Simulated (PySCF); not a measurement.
# One shape, several levels: CH2ClF (chlorofluoromethane)

Wanted: a comparison of 5 runs (B3LYP/STO-6G, r2SCAN/STO-6G, MP2/STO-6G, BCCD(T)/STO-6G, CCSDT(Q)/STO-6G) of CH2ClF (chlorofluoromethane). 

The results are computed with PySCF 2.14.0.

5 further runs of the same task are left out: 5 set aside as unsound or not needed.

### 1 The molecule

CH2ClF has 5 atoms, charge 0, and is taken as a singlet. SMILES: `FCCl`. The C2–Cl3 distance was set to 3.180 Å, away from the relaxed value. At this shape a bond of the SMILES string is far longer than usual.

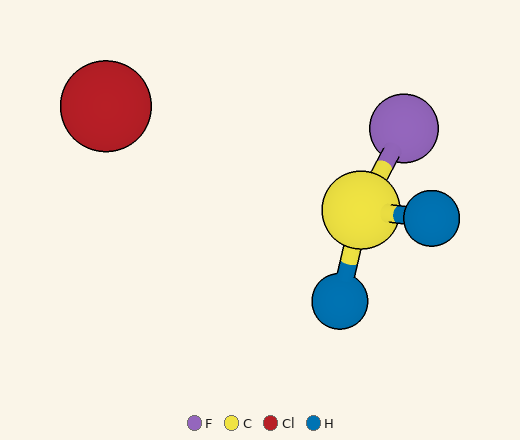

Viewed from a chosen angle; fluorine purple, carbon yellow, chlorine red, hydrogen blue.

### 2 The energy at B3LYP/STO-6G (run 1)

Input file run.py:

```python
from pyscf import gto, dft

mol = gto.M(
    atom=[
    ('F', (-0.565240, 1.618253, 1.611376)),
    ('C', (0.488770, 1.147053, 0.902946)),
    ('Cl', (-0.422970, -1.232890, -0.998060)),
    ('H', (1.237340, 0.755133, 1.590456)),
    ('H', (0.882930, 1.943403, 0.272796)),
],
    verbose=3,
    basis='sto-6g',
    charge=0,
    max_memory=1860,
)

mf = dft.RKS(mol)
mf.xc = 'b3lyp'
mf.conv_tol = 1e-10
mf.grids.level = 5
mf.kernel()
if not mf.converged:
    mf = mf.newton().run(mf.mo_coeff, mf.mo_occ)

energy = mf.e_tot
print('E = %.10f Eh' % energy)
```

On the command line:

```console
OMP_NUM_THREADS=1 python run.py
```

The log of the run:

```text
converged SCF energy = -596.988717420703
E = -596.9887174207 Eh
```

Run time: 5.4 s. Hardware: 1 thread of Arm Neoverse V2, shared host; peak memory 0.21 GiB.

### 3 A single-point energy at r2SCAN/STO-6G (run 2)

Input file input.xyz:

```xyz
5
CH2ClF
F     -0.565240     1.618253     1.611376
C      0.488770     1.147053     0.902946
Cl    -0.422970    -1.232890    -0.998060
H      1.237340     0.755133     1.590456
H      0.882930     1.943403     0.272796
```

Input file run.py:

```python
from pyscf import gto, dft

system = gto.Mole()
system.atom = 'input.xyz'
system.spin = 0
system.verbose = 3
system.basis = 'sto-6g'
system.max_memory = 1860
system.build()

mf = dft.RKS(system, xc='r2scan')
mf.grids.level = 5
mf.conv_tol = 1e-10
mf.kernel()
if not mf.converged:
    mf = mf.newton().run(mf.mo_coeff, mf.mo_occ)

e_tot = mf.e_tot
print('E(%s) = %.9f' % ('R2SCAN', e_tot))
```

On the command line:

```console
OMP_NUM_THREADS=1 python run.py
```

The log of the run:

```text
converged SCF energy = -596.961831015083
E(R2SCAN) = -596.961831015
```

It took 8.1 s on 1 thread of Arm Neoverse V2, shared host; peak memory 0.21 GiB.

### 4 The energy at MP2/STO-6G (run 3)

Input file job.py:

```python
from pyscf import gto, scf, mp

mol = gto.Mole()
mol.atom = '''
F     -0.565240     1.618253     1.611376
C      0.488770     1.147053     0.902946
Cl    -0.422970    -1.232890    -0.998060
H      1.237340     0.755133     1.590456
H      0.882930     1.943403     0.272796
'''
mol.spin = 0
mol.verbose = 4
mol.basis = 'sto-6g'
mol.max_memory = 1860
mol.build()

mf = scf.RHF(mol)
mf.conv_tol = 1e-10
mf.kernel()
if not mf.converged:
    mf = mf.newton().run(mf.mo_coeff, mf.mo_occ)

pt = mp.MP2(mf, frozen=7).run()
etot = pt.e_tot
print('E(%s) = %.9f' % ('MP2', etot))
```

On the command line:

```console
OMP_NUM_THREADS=1 python job.py
```

The log of the run:

```text
PySCF version 2.14.0

[... 65 lines left out ...]
converged SCF energy = -595.654199679582
[... 1 line left out ...]
******** <class 'pyscf.mp.mp2.RMP2'> ********
nocc = 10, nmo = 14
frozen orbitals 7
E(RMP2) = -595.802398164892  E_corr = -0.148198485310635
E(SCS-RMP2) = -595.818601544673  E_corr = -0.164401865091405
E_corr(same-spin) = -0.0155034430169507
E_corr(oppo-spin) = -0.132695042293684
E(MP2) = -595.802398165
```

It took 1.1 s on 1 thread of Arm Neoverse V2, shared host; peak memory 0.11 GiB.

Run 4 isn't shown in full; the table further down has it.

### 5 A single-point energy at CCSDT(Q)/STO-6G (run 5)

Input file run.py:

```python
from pyscf import gto, scf, cc

system = gto.M(
    atom='''
F       -0.565240       1.618253       1.611376
C        0.488770       1.147053       0.902946
Cl      -0.422970      -1.232890      -0.998060
H        1.237340       0.755133       1.590456
H        0.882930       1.943403       0.272796
''',
    verbose=3,
    basis='sto-6g',
    spin=0,
    max_memory=1860,
    charge=0,
)

hf = scf.RHF(system)
hf.conv_tol = 1e-10
hf.kernel()
if not hf.converged:
    hf = hf.newton().run(hf.mo_coeff, hf.mo_occ)

mycc = cc.CCSDT(hf, frozen=7)
mycc.kernel()
e_bracket, e_q = mycc.ccsdt_q()
energy = mycc.e_tot + e_q
print('E(%s) = %.9f' % ('CCSDT(Q)', energy))
```

On the command line:

```console
OMP_NUM_THREADS=1 python run.py
```

The log of the run:

```text
converged SCF energy = -595.654199679582
_make_eris_incore_RCCSDT

WARN: A large `blksize` is being used, which may cause large memory consumption
      for storing contraction intermediates. If memory is sufficient, consider using
      `pyscf.cc.rccsdt_highm.RCCSDT` instead.

RCCSDT converged
E(RCCSDT) = -595.8689242019051   E_corr = -0.2147245223235656
E_corr(same-spin) = -0.0107184335180635
E_corr(oppo-spin) = -0.204006088805502
_make_eris_incore_RCCSDT
E(CCSDT(Q)) = -595.869603673
```

Run time: 3.9 s. Hardware: 1 thread of Arm Neoverse V2, shared host; peak memory 0.11 GiB.

### 6 All runs side by side

| run | level | integration grid | frozen core orbitals | energy (Eh) | dipole moment (D) of the reference | HOMO energy (eV) | LUMO energy (eV) | wall time |
| --- | --- | --- | --- | --- | --- | --- | --- | --- |
| 1 | B3LYP/STO-6G | 5 | – | -596.988717 | 5.19 | -4.77 | -3.16 | 5.4 s |
| 2 | r2SCAN/STO-6G | 5 | – | -596.961831 | 5.25 | -3.84 | -3.75 | 8.1 s |
| 3 | MP2/STO-6G | – | 7 | -595.802398 | 6.64 | -6.80 | -0.31 | 1.1 s |
| 4 | BCCD(T)/STO-6G | – | 7 | -595.869910 | – | – | – | 1.6 s |
| 5 | CCSDT(Q)/STO-6G | – | 7 | -595.869604 | 6.64 | -6.80 | -0.31 | 3.9 s |

### 7 Summary of results

```
                                          quantity          value
                               run 5: total energy  -595.86960 Eh
       run 5: dipole moment (Hartree–Fock density)         6.64 D
        run 5: HOMO energy (Hartree–Fock orbitals)       -6.80 eV
        run 5: LUMO energy (Hartree–Fock orbitals)       -0.31 eV
      run 5: HOMO–LUMO gap (Hartree–Fock orbitals)        6.49 eV
run 5: correlation energy (7 core orbitals frozen)     -215.4 mEh
                              run 5: T1 diagnostic          0.069
```

In words: Totals of different functionals can't be ranked against each other. In runs 1, 2, 3, 4, 5 the basis is minimal, so the values are rough. In runs 1, 2, 3 a closed-shell determinant meets a far-stretched bond, which it describes badly. All runs together took 20 s, the longest 8.1 s.
